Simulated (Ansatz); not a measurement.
HInO2P (charge −1)

Input file:

```
crystal:
  periodic: [false, false, false]
  atoms:
    - {symbol: In, position_ang: [-0.806092, 1.665634, 1.768320]}
    - {symbol: O, position_ang: [-2.867350, 2.567797, 0.457298]}
    - {symbol: O, position_ang: [-2.785023, 0.117238, 1.084229]}
    - {symbol: P, position_ang: [-3.589663, 1.216671, 0.379113]}
    - {symbol: H, position_ang: [-1.731877, 2.044008, 3.369083]}
basis:
  gaussian: {orbitals: def2-TZVPD}
total_charge: -1
hamiltonian: {xc: {name: PBE0}}
output: {forces: true, orbitals: {seedname: orbitals}}
```

Command:

```sh
ansatz run input.yaml --threads 2 --pin off --max-ram 4350MiB --events-out events.jsonl --progress --plain --runs-dir runs
```

Geometry: PBE0-D3(BJ)/def2-SVPD; core potentials replace the inner electrons of In.

Method: isolated molecule in a Gaussian basis; Kohn-Sham density functional theory, functional PBE0 in Ansatz.

### What can the converged electron density and electron localisation function tell about the bonding?

P–O (1.53 Å): the density is about 1.7 e/Å³ at the midpoint; the ELF peaks at about 0.85 between the atoms: a short, strongly polar bond.

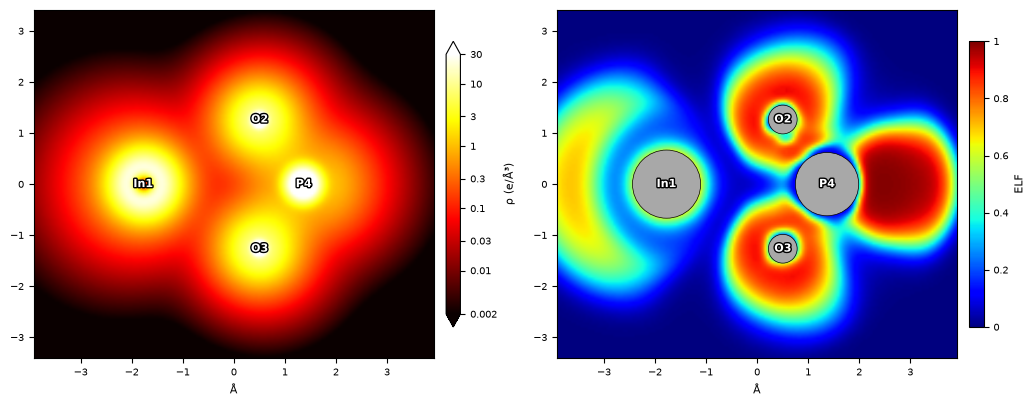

Computed electron density and electron localisation function on the plane of atoms O2, P4 and O3, in this order. Grey discs cover the atomic cores in the ELF map. 
